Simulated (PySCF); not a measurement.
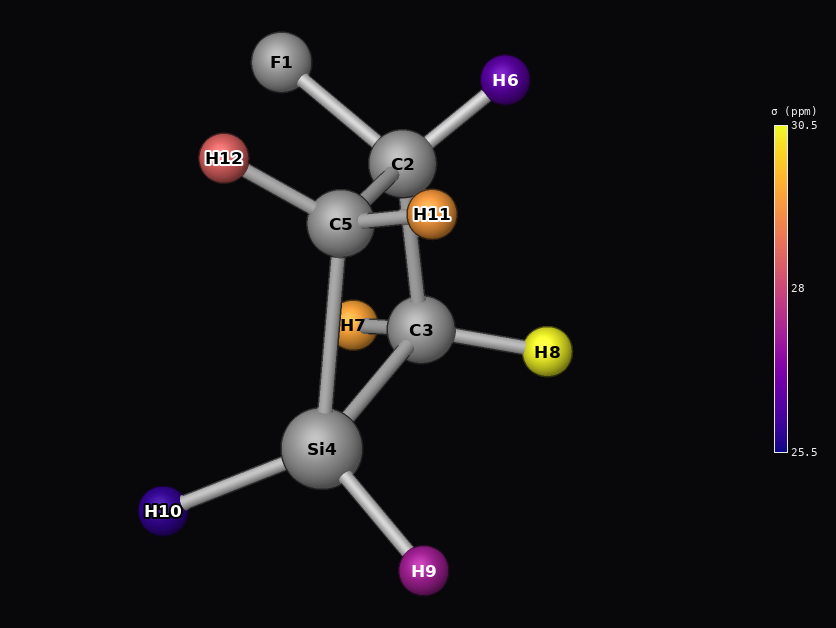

Atoms are coloured by their isotropic NMR shieldings (H only, the others grey). Geometry: a frame of a GFN2-xTB molecular-dynamics simulation, not a minimum. Level of theory: GIAO PBE0/pcSseg-1 NMR shielding, non-relativistic, gas phase (PySCF 2.14.0).

Give the isotropic NMR shieldings of the H atoms atom by atom.

| atom | σ (ppm) |
| --- | --- |
| H6 | 26.31 |
| H7 | 29.46 |
| H8 | 30.43 |
| H9 | 27.32 |
| H10 | 25.86 |
| H11 | 29.34 |
| H12 | 28.49 |
